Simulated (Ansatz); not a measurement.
Take HfS₂ in the CdI2 type structure (space group P-3m1, No. 164; a = 3.5475 Å, c = 5.5768 Å; layered, stacked along the Cartesian z axis) as the base.

Now apply this change: an isotropic linear strain of +1.50 %, atoms relaxed at fixed cell.

Level of theory: PBEsol-D3(BJ) in Ansatz (plane waves to 420 eV, PAW, scalar-relativistic without spin-orbit coupling).

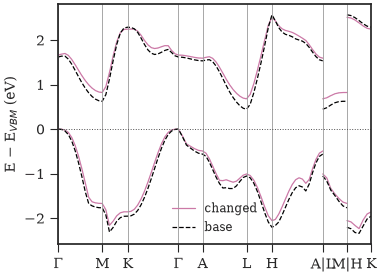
Figure. Highest valence and lowest conduction band along the path, each from its own valence-band maximum

The gap is 0.68 eV, indirect, Γ → L; the base has 0.45 eV.

With Hf present, leaving out spin-orbit coupling can change the band edges. Stability against distortions was not tested.

Ansatz is an electronic-structure program.
